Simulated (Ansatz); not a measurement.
# Nudged elastic band of AlBNH7O

- system: AlBNH7O
- method: RKS BLYP-D4/6-31G* (Ansatz 0.2.0)

It belongs to a series of runs on one base structure; here: band between the two ends. Figures and captions count atoms from 1; the log counts them from 0 in places.

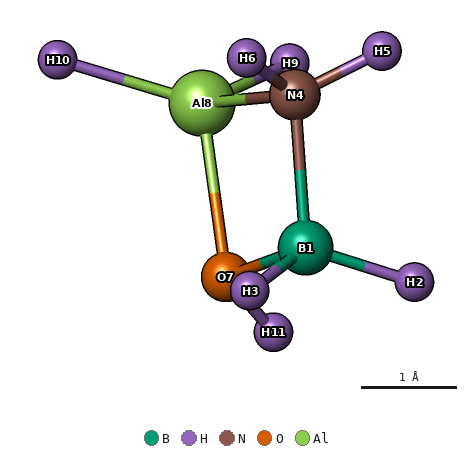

Fig. 1: The structure as given in the input (ball-and-stick view, seen at an oblique angle; atoms are numbered from 1 in the order of the input). Sticks mark near contacts.

**Input file**
```yaml
crystal:
  periodic: [false, false, false]
  atoms:
    - { symbol: B, position_ang: [-0.065953, 0.233733, 0.183563] }
    - { symbol: H, position_ang: [-0.253496, -0.756637, 0.85637] }
    - { symbol: H, position_ang: [0.987909, 0.307734, -0.403462] }
    - { symbol: "N", position_ang: [-1.305501, 0.502586, -0.816428] }
    - { symbol: H, position_ang: [-1.988069, -0.26393, -0.812792] }
    - { symbol: H, position_ang: [-1.012831, 0.64546, -1.789338] }
    - { symbol: O, position_ang: [-0.24921, 1.53326, 1.10838] }
    - { symbol: Al, position_ang: [-1.822059, 2.118261, 0.221802] }
    - { symbol: H, position_ang: [-3.113539, 1.863193, 1.13007] }
    - { symbol: H, position_ang: [-1.594524, 3.463426, -0.602573] }
    - { symbol: H, position_ang: [-0.28343, 1.293912, 2.054708] }
basis:
  gaussian: { orbitals: "6-31G*" }
hamiltonian:
  xc: blyp
  dispersion: d4
neb:
  order_check: false
  images: 4
  f_tol: 0.05
  max_iterations: 60
  climbing: false
  final_atoms:
    - { symbol: B, position_ang: [-0.68589475, 0.17871989, -0.64590307] }
    - { symbol: H, position_ang: [0.30986634, 1.27943587, 3.02220389] }
    - { symbol: H, position_ang: [0.16335962, -0.41703644, -0.02367662] }
    - { symbol: "N", position_ang: [-1.00555075, -0.26288749, -1.95108532] }
    - { symbol: H, position_ang: [-0.5495153, -1.06082815, -2.38603618] }
    - { symbol: H, position_ang: [-1.70832327, 0.18659654, -2.53705334] }
    - { symbol: O, position_ang: [-1.31762983, 1.25918604, -0.08606725] }
    - { symbol: Al, position_ang: [-1.87449117, 2.56203063, 0.86560202] }
    - { symbol: H, position_ang: [-3.14441985, 2.3179575, 1.79272675] }
    - { symbol: H, position_ang: [-1.13525613, 3.96390626, 0.71920476] }
    - { symbol: H, position_ang: [0.24715209, 0.93391736, 2.36038435] }
  initial_path:
    images:
      - { positions_ang: [[-0.065953, 0.233733, 0.183563], [-0.253496, -0.756637, 0.85637], [0.987909, 0.307734, -0.403462], [-1.305501, 0.502586, -0.816428], [-1.988069, -0.26393, -0.812792], [-1.012831, 0.64546, -1.789338], [-0.24921, 1.53326, 1.10838], [-1.822059, 2.118261, 0.221802], [-3.113539, 1.863193, 1.13007], [-1.594524, 3.463426, -0.602573], [-0.28343, 1.293912, 2.054708]] }
      - { positions_ang: [[-0.03740141, 0.14070741, 0.13207166], [-0.17477612, -0.44395404, 1.1511802], [1.0163801, 0.18253303, -0.44130855], [-1.30510687, 0.29575049, -0.79927207], [-1.98289897, -0.49079271, -0.76337051], [-1.219602, 0.70382145, -1.64333871], [-0.24288856, 1.56689893, 0.88894335], [-1.78445397, 2.29209666, 0.2595408], [-3.04853826, 1.87686973, 0.51937062], [-1.68265336, 3.68935596, -0.03533763], [-0.23876359, 1.12771111, 1.86182084]] }
      - { positions_ang: [[-0.00884981, 0.04768182, 0.08058031], [-0.09605623, -0.13127108, 1.44599041], [1.0448512, 0.05733205, -0.4791551], [-1.30471275, 0.08891498, -0.78211613], [-1.97772894, -0.71765542, -0.71394901], [-1.426373, 0.76218289, -1.49733943], [-0.23656712, 1.60053786, 0.6695067], [-1.74684893, 2.46593232, 0.29727961], [-2.98353753, 1.89054646, -0.09132877], [-1.77078272, 3.91528592, 0.53189774], [-0.19409717, 0.96151021, 1.66893368]] }
      - { positions_ang: [[-0.13283816, 0.0366792, -0.0853129], [0.01661624, 0.27594349, 1.87915718], [0.87994132, -0.08762203, -0.40319803], [-1.2447227, -0.06417972, -1.0090476], [-1.6900182, -0.87703505, -1.02859785], [-1.56547145, 0.6704102, -1.6468825], [-0.45025109, 1.54572306, 0.43061725], [-1.75733537, 2.55468624, 0.42603961], [-2.9897137, 1.98149936, 0.04120258], [-1.67892914, 4.01538197, 0.79625329], [-0.08798075, 0.88951129, 1.73006895]] }
      - { positions_ang: [[-0.40936646, 0.10769954, -0.36560798], [0.16324129, 0.77768968, 2.45068054], [0.52165047, -0.25232924, -0.21343732], [-1.12513672, -0.16353361, -1.48006646], [-1.11976675, -0.9689316, -1.70731701], [-1.63689736, 0.42850337, -2.09196792], [-0.88394046, 1.40245455, 0.172275], [-1.81591327, 2.55835844, 0.64582082], [-3.06706678, 2.14972843, 0.91696467], [-1.40709264, 3.98964411, 0.75772902], [0.07958567, 0.91171432, 2.04522665]] }
      - { positions_ang: [[-0.68589475, 0.17871989, -0.64590307], [0.30986634, 1.27943587, 3.02220389], [0.16335962, -0.41703644, -0.02367662], [-1.00555075, -0.26288749, -1.95108532], [-0.5495153, -1.06082815, -2.38603618], [-1.70832327, 0.18659654, -2.53705334], [-1.31762983, 1.25918604, -0.08606725], [-1.87449117, 2.56203063, 0.86560202], [-3.14441985, 2.3179575, 1.79272675], [-1.13525613, 3.96390626, 0.71920476], [0.24715209, 0.93391736, 2.36038435]] }
```

Machine: 1 thread of Arm Neoverse V2, 24 GiB of memory available, shared host.

Run as:
```bash
ansatz run input.yaml --threads 1 --pin off --max-ram 2048MiB --backend cpu --events-out ev --progress --plain --runs-dir out
```

**The program's output**
```
Engine: ansatz 0.2.0, aarch64-unknown-linux-gnu
Functional definition: BLYP
  parameter beta = 0.0042
  parameter a = 0.04918
  parameter b = 0.132
  parameter c = 0.2533
  parameter d = 0.349
  exchange = b88_x(beta = beta)
  correlation = lyp_c(a = a, b = b, c = c, d = d)
984 factors; their error is unknown
mean field evaluation 1: about -10914.5538 eV, gradient 7.3e1 eV
mean field evaluation 2: about -10885.8067 eV, gradient 1.4e2 eV
mean field evaluation 4: about -10924.7066 eV, gradient 8.7e0 eV
mean field evaluation 8: about -10924.8029 eV, gradient 2.3e-1 eV
mean field evaluation 16: about -10924.8030 eV, gradient 1.3e-5 eV
mean field -10924.80303722 eV, -401.4791065203 hartree, gradient 1.3e-5 eV, S^2 0.000000; 0 other end points of the search recorded, 0 dependent functions left out
the calculation of the forces begins
reference -10924.80340926 eV, -401.4791201925 hartree; 20, 20 occupied and 58, 58 virtual orbitals, 984 factors
984 factors; their error is unknown
mean field evaluation 32: about -10924.8282 eV, gradient 3.6e-5 eV
mean field -10924.82823301 eV, -401.4800324485 hartree, gradient 3.6e-5 eV, S^2 0.000000; 0 other end points of the search recorded, 0 dependent functions left out
[... from here on the field's lines of each further geometry are left out, up to the last ...]
NEB iter   1: max|band force component| = 3.549e1 eV/Å  barrier→ = 7.9235 eV  barrier← = 7.8550 eV  Δτ_max = 0.2000 Å  (159 SCF iters)
NEB iter   2: max|band force component| = 5.440e0 eV/Å  barrier→ = 3.1883 eV  barrier← = 3.1198 eV  Δτ_max = 0.2000 Å  (133 SCF iters)
NEB iter   3: max|band force component| = 2.431e0 eV/Å  barrier→ = 3.0002 eV  barrier← = 2.9317 eV  Δτ_max = 0.2000 Å  (120 SCF iters)
NEB iter   4: max|band force component| = 1.116e0 eV/Å  barrier→ = 2.9014 eV  barrier← = 2.8329 eV  Δτ_max = 0.2000 Å  (115 SCF iters)
NEB iter   5: max|band force component| = 2.395e0 eV/Å  barrier→ = 2.7252 eV  barrier← = 2.6567 eV  Δτ_max = 0.1014 Å  (111 SCF iters)
NEB iter   6: max|band force component| = 7.472e-1 eV/Å  barrier→ = 2.5017 eV  barrier← = 2.4332 eV  Δτ_max = 0.2000 Å  (115 SCF iters)
NEB iter   7: max|band force component| = 6.135e-1 eV/Å  barrier→ = 2.1950 eV  barrier← = 2.1265 eV  Δτ_max = 0.1001 Å  (116 SCF iters)
NEB iter   8: max|band force component| = 4.116e-1 eV/Å  barrier→ = 2.0467 eV  barrier← = 1.9782 eV  Δτ_max = 0.1008 Å  (115 SCF iters)
NEB iter   9: max|band force component| = 3.329e-1 eV/Å  barrier→ = 1.9279 eV  barrier← = 1.8594 eV  Δτ_max = 0.0998 Å  (112 SCF iters)
NEB iter  10: max|band force component| = 6.626e-1 eV/Å  barrier→ = 1.8396 eV  barrier← = 1.7710 eV  Δτ_max = 0.0499 Å  (110 SCF iters)
NEB iter  11: max|band force component| = 4.381e-1 eV/Å  barrier→ = 1.7920 eV  barrier← = 1.7235 eV  Δτ_max = 0.1001 Å  (118 SCF iters)
NEB iter  12: max|band force component| = 3.617e-1 eV/Å  barrier→ = 1.6846 eV  barrier← = 1.6160 eV  Δτ_max = 0.1003 Å  (113 SCF iters)
NEB iter  13: max|band force component| = 2.892e-1 eV/Å  barrier→ = 1.5762 eV  barrier← = 1.5077 eV  Δτ_max = 0.1001 Å  (114 SCF iters)
NEB iter  14: max|band force component| = 4.035e-1 eV/Å  barrier→ = 1.4671 eV  barrier← = 1.3985 eV  Δτ_max = 0.0501 Å  (115 SCF iters)
NEB iter  15: max|band force component| = 3.212e-1 eV/Å  barrier→ = 1.4129 eV  barrier← = 1.3444 eV  Δτ_max = 0.0501 Å  (117 SCF iters)
NEB iter  16: max|band force component| = 2.379e-1 eV/Å  barrier→ = 1.3674 eV  barrier← = 1.2989 eV  Δτ_max = 0.1004 Å  (116 SCF iters)
NEB iter  17: max|band force component| = 1.962e-1 eV/Å  barrier→ = 1.3103 eV  barrier← = 1.2417 eV  Δτ_max = 0.1001 Å  (113 SCF iters)
NEB iter  18: max|band force component| = 1.571e-1 eV/Å  barrier→ = 1.2945 eV  barrier← = 1.2260 eV  Δτ_max = 0.0998 Å  (114 SCF iters)
NEB iter  19: max|band force component| = 1.682e-1 eV/Å  barrier→ = 1.2939 eV  barrier← = 1.2254 eV  Δτ_max = 0.0500 Å  (116 SCF iters)
NEB iter  20: max|band force component| = 9.279e-2 eV/Å  barrier→ = 1.2911 eV  barrier← = 1.2226 eV  Δτ_max = 0.0500 Å  (117 SCF iters)
NEB iter  21: max|band force component| = 7.573e-2 eV/Å  barrier→ = 1.2907 eV  barrier← = 1.2222 eV  Δτ_max = 0.0502 Å  (118 SCF iters)
NEB iter  22: max|band force component| = 2.557e-1 eV/Å  barrier→ = 1.2973 eV  barrier← = 1.2288 eV  Δτ_max = 0.0250 Å  (115 SCF iters)
NEB iter  23: max|band force component| = 8.098e-2 eV/Å  barrier→ = 1.2899 eV  barrier← = 1.2214 eV  Δτ_max = 0.0500 Å  (121 SCF iters)
NEB iter  24: max|band force component| = 7.569e-2 eV/Å  barrier→ = 1.2890 eV  barrier← = 1.2204 eV  Δτ_max = 0.0221 Å  (118 SCF iters)
NEB iter  25: max|band force component| = 7.683e-2 eV/Å  barrier→ = 1.2884 eV  barrier← = 1.2199 eV  Δτ_max = 0.0111 Å  (119 SCF iters)
NEB iter  26: max|band force component| = 6.565e-2 eV/Å  barrier→ = 1.2881 eV  barrier← = 1.2196 eV  Δτ_max = 0.0111 Å  (115 SCF iters)
the calculation of the forces begins
reference -10924.75562132 eV, -401.4773640182 hartree; 20, 20 occupied and 58, 58 virtual orbitals, 984 factors
984 factors; their error is unknown
mean field evaluation 896: about -10923.6433 eV, gradient 1.2e-5 eV
mean field -10923.64330068 eV, -401.4364869886 hartree, gradient 1.2e-5 eV, S^2 0.000000; 1 other end points of the search recorded, 0 dependent functions left out
the calculation of the forces begins
reference -10923.64369028 eV, -401.4365013062 hartree; 20, 20 occupied and 58, 58 virtual orbitals, 984 factors
NEB iter  27: max|band force component| = 3.620e-2 eV/Å  barrier→ = 1.2877 eV  barrier← = 1.2192 eV  Δτ_max = 0.0000 Å  (232 SCF iters)
```

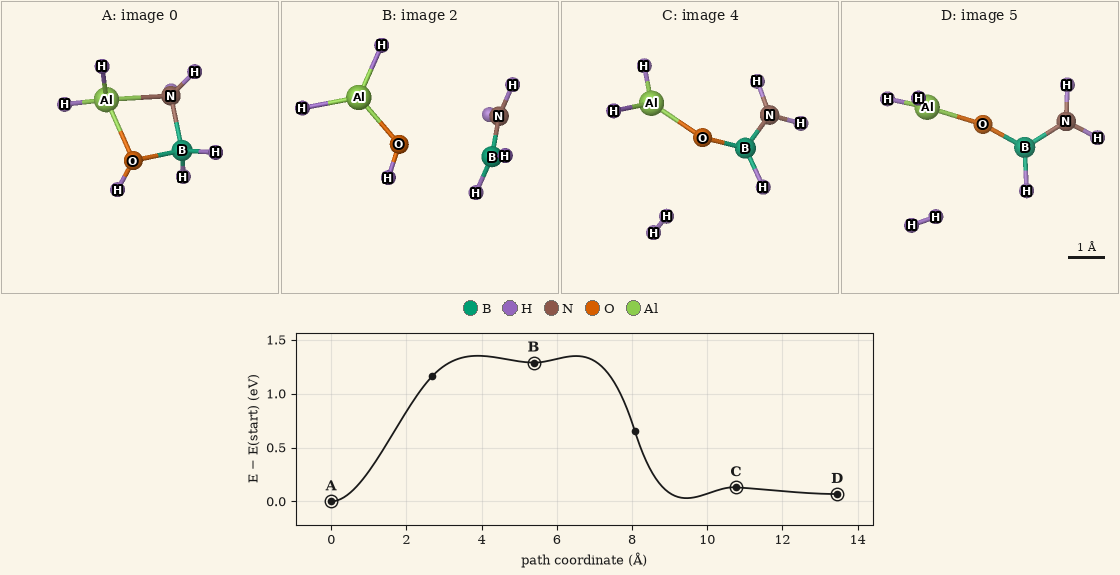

Fig. 2: Images of the last band (counted from 0; ball-and-stick, seen at a tilt) above the energy along the path; the line is a cubic interpolation that uses the forces. The highest image is number 2, 1.288 eV above the start and 1.219 eV above the end; the end lies 0.069 eV above the start. The path is 13.45 Å long. The band converged in 27 iterations.

```
Total energy: -10923.95371343 eV, -401.4478944469 hartree
Atom 0 at     0.015957    -0.437164    -0.189487 Å, force     0.004422     0.014519    -0.006532 eV/Å
Atom 1 at     0.182215    -0.741379     0.963819 Å, force    -0.001164    -0.003904     0.006490 eV/Å
Atom 2 at     0.878655     0.080545    -0.847101 Å, force    -0.004260    -0.007104     0.005789 eV/Å
Atom 3 at    -1.184591    -0.809100    -0.817320 Å, force    -0.000454    -0.007145     0.000273 eV/Å
Atom 4 at    -1.954395    -1.270794    -0.335007 Å, force    -0.002044     0.005772    -0.000477 eV/Å
Atom 5 at    -1.395030    -0.596578    -1.791392 Å, force    -0.002167    -0.000145    -0.000704 eV/Å
Atom 6 at    -0.555629     2.078486     0.838376 Å, force     0.002698     0.001110    -0.012429 eV/Å
Atom 7 at    -1.836579     3.218602     0.619902 Å, force    -0.002330     0.001262    -0.000142 eV/Å
Atom 8 at    -2.559455     3.172429    -0.793535 Å, force     0.001750     0.001015    -0.002165 eV/Å
Atom 9 at    -2.213405     4.234442     1.795553 Å, force    -0.002141    -0.010927     0.003709 eV/Å
Atom 10 at    -0.078446     2.011509     1.686491 Å, force     0.005690     0.005547     0.006188 eV/Å
Dipole moment:    -0.319814     0.037179     0.102673 e Å
this run last wrote the band of iteration 27 to [file]
```

**The last band as extended XYZ (Å, eV, eV/Å)**
```
11
Properties=species:S:1:pos:R:3:forces:R:3 image=0 energy=-10925.24104
B    -0.0660    0.2337    0.1836    0.0016  -0.0232  -0.0220
H    -0.2535   -0.7566    0.8564    0.0045   0.0113  -0.0009
H     0.9879    0.3077   -0.4035   -0.0134   0.0067   0.0214
N    -1.3055    0.5026   -0.8164   -0.0070  -0.0047   0.0123
H    -1.9881   -0.2639   -0.8128    0.0041   0.0066  -0.0040
H    -1.0128    0.6455   -1.7893    0.0015   0.0066   0.0073
O    -0.2492    1.5333    1.1084    0.0012   0.0033  -0.0072
Al   -1.8221    2.1183    0.2218    0.0193  -0.0046  -0.0066
H    -3.1135    1.8632    1.1301   -0.0033  -0.0025   0.0067
H    -1.5945    3.4634   -0.6026   -0.0027  -0.0016   0.0010
H    -0.2834    1.2939    2.0547   -0.0058   0.0021  -0.0082
11
Properties=species:S:1:pos:R:3:forces:R:3 image=1 energy=-10924.07813
B    -0.0323    0.1242    0.1406    0.0046   0.1279   0.1096
H     0.0872   -0.8466    0.8548   -0.0303  -0.0260  -0.0058
H     0.9200    0.4004   -0.5622    0.0044   0.0416   0.0636
N    -1.3746    0.2121   -0.6544   -0.0538   0.1811   0.0184
H    -2.0555   -0.5111   -0.3830   -0.0384   0.1439   0.0054
H    -1.2819    0.1304   -1.6739    0.0184   0.1340   0.0247
O    -0.4160    1.3982    1.0685    0.0302  -0.1071   0.0258
Al   -1.8602    2.2148    0.2334    0.0127  -0.1778  -0.0792
H    -3.2610    2.3149   -0.5365   -0.1211  -0.1575   0.0338
H    -1.6471    3.6435    0.9932    0.1179  -0.1029  -0.1771
H     0.2206    1.8603    1.6498    0.0554  -0.0573  -0.0192
11
Properties=species:S:1:pos:R:3:forces:R:3 image=2 energy=-10923.95332
B     0.0160   -0.4372   -0.1895    0.0044   0.0145  -0.0065
H     0.1822   -0.7414    0.9638   -0.0012  -0.0039   0.0065
H     0.8787    0.0805   -0.8471   -0.0043  -0.0071   0.0058
N    -1.1846   -0.8091   -0.8173   -0.0005  -0.0071   0.0003
H    -1.9544   -1.2708   -0.3350   -0.0020   0.0058  -0.0005
H    -1.3950   -0.5966   -1.7914   -0.0022  -0.0001  -0.0007
O    -0.5556    2.0785    0.8384    0.0027   0.0011  -0.0124
Al   -1.8366    3.2186    0.6199   -0.0023   0.0013  -0.0001
H    -2.5595    3.1724   -0.7935    0.0018   0.0010  -0.0022
H    -2.2134    4.2344    1.7956   -0.0021  -0.0109   0.0037
H    -0.0784    2.0115    1.6865    0.0057   0.0055   0.0062
11
Properties=species:S:1:pos:R:3:forces:R:3 image=3 energy=-10924.58432
B    -0.3029    0.4338   -0.4099   -0.2241   0.5307  -0.1094
H     0.2719    0.0422    1.8094    0.0408   0.4942   0.5650
H     0.8590    0.1195   -0.4637   -0.0016  -0.0204   0.2558
N    -1.2872   -0.5015   -0.8475   -0.0553   0.1821   0.0144
H    -1.1805   -1.5090   -0.8569    0.4650  -0.1460  -0.2945
H    -2.1386   -0.2198   -1.3196   -0.4698   0.2059   0.3151
O    -0.6564    1.7091    0.0439   -0.0459  -0.2192  -0.5261
Al   -1.7897    2.9731    0.3475    0.0216  -0.1296  -0.2000
H    -2.7490    3.3191   -0.8675   -0.1008   0.0906  -0.0845
H    -1.8994    3.7915    1.7265    0.2119  -0.2421  -0.0949
H     0.1721    0.7829    1.9680    0.1583  -0.7462   0.1592
11
Properties=species:S:1:pos:R:3:forces:R:3 image=4 energy=-10925.11042
B    -0.2827    0.4992   -0.6729    0.0060  -0.0039   0.0059
H     0.1652    0.3148    2.9674   -0.0017   0.0049   0.0159
H     0.8272    0.0459   -0.5310   -0.0010  -0.0004  -0.0052
N    -1.2278   -0.2623   -1.4005    0.0010   0.0028  -0.0071
H    -0.9981   -1.1736   -1.7903    0.0001   0.0024  -0.0104
H    -2.1919    0.0250   -1.5680   -0.0015   0.0041  -0.0020
O    -0.5801    1.7338   -0.1258   -0.0100  -0.0063   0.0009
Al   -1.8313    2.7452    0.4806    0.0054   0.0044  -0.0113
H    -3.3376    2.2165    0.4854   -0.0047  -0.0126   0.0148
H    -1.4022    4.1818    1.0037    0.0073   0.0041  -0.0054
H     0.1586    0.6146    2.2818   -0.0008   0.0006   0.0040
11
Properties=species:S:1:pos:R:3:forces:R:3 image=5 energy=-10925.17252
B    -0.6859    0.1787   -0.6459    0.0029   0.0066  -0.0062
H     0.3099    1.2794    3.0222   -0.0002   0.0025   0.0031
H     0.1634   -0.4170   -0.0237   -0.0004  -0.0029   0.0036
N    -1.0056   -0.2629   -1.9511   -0.0038  -0.0025  -0.0080
H    -0.5495   -1.0608   -2.3860   -0.0020   0.0020   0.0036
H    -1.7083    0.1866   -2.5371    0.0025  -0.0016   0.0021
O    -1.3176    1.2592   -0.0861    0.0011  -0.0016   0.0060
Al   -1.8745    2.5620    0.8656    0.0003   0.0006  -0.0052
H    -3.1444    2.3180    1.7927   -0.0013  -0.0012   0.0015
H    -1.1353    3.9639    0.7192    0.0001   0.0001   0.0014
H     0.2472    0.9339    2.3604    0.0009  -0.0020  -0.0018
```

**Results in brief**

```tsv
quantity	value
outcome	converged
barrier, forward	1.288 eV
barrier, backward	1.219 eV
wall time	4.3 min
peak memory	0.12 GiB
```

The order of the saddle point was not checked.
